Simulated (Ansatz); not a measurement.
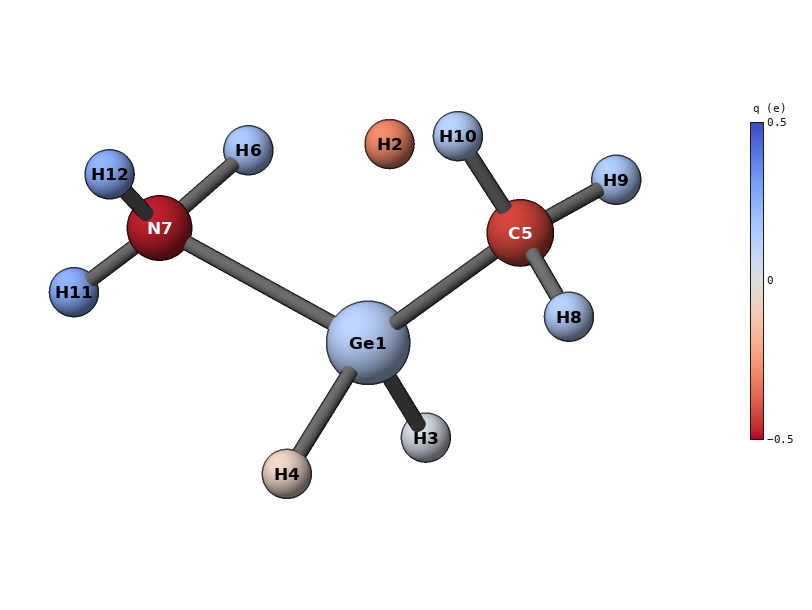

Atoms are coloured by their Mulliken charges. The geometry was computed by a saddle-point search with PBE0-D4/def2-TZVP. Method: RKS PBE0-D4/def2-TZVP (Ansatz 0.2.0).

Which atom carries the highest charge (most positive or least negative)?

Answer. H11, H12 (0.25 e).

And the lowest?

Answer. N7 (−0.47 e).

List the Mulliken charges.

| atom | value (e) |
| --- | --- |
| Ge1 | 0.13 |
| H2 | −0.29 |
| H3 | 0.03 |
| H4 | −0.06 |
| C5 | −0.42 |
| H6 | 0.17 |
| N7 | −0.47 |
| H8 | 0.14 |
| H9 | 0.16 |
| H10 | 0.13 |
| H11 | 0.25 |
| H12 | 0.25 |

Mulliken values depend strongly on the basis set and can even reverse the polarity of a bond.
